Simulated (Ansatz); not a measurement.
A computed series for TiPt3: pressure series

Base system: TiPt$_{3}$ in the Cu3Au type structure (space group Pm-3m, No. 221; a = 3.899 Å).

Cell and atoms are relaxed at each pressure.

Level of theory: PBEsol in Ansatz (plane waves to 420 eV, PAW, spin-orbit coupling left out).

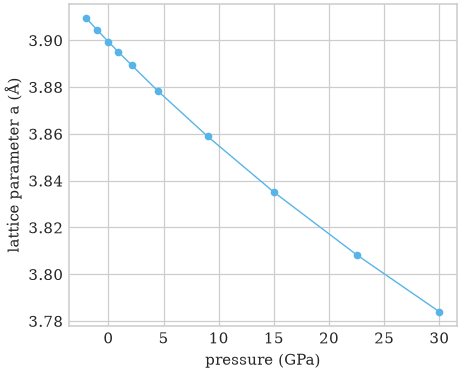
Lattice parameter a against pressure

Q: From the plot, what is the lattice parameter a for pressure 9 GPa?

A: About 3.86 Å.

Q: Is the trend monotonic over the range shown?

A: Yes, it falls throughout, spanning 3.784 Å to 3.909 Å.

Load acts through the strain it causes; cell and atoms are relaxed under it. Whether these cells are dynamically stable was not tested. No other phases were tried under pressure. The final runs are not spin-polarised.

Ansatz is an electronic-structure program.
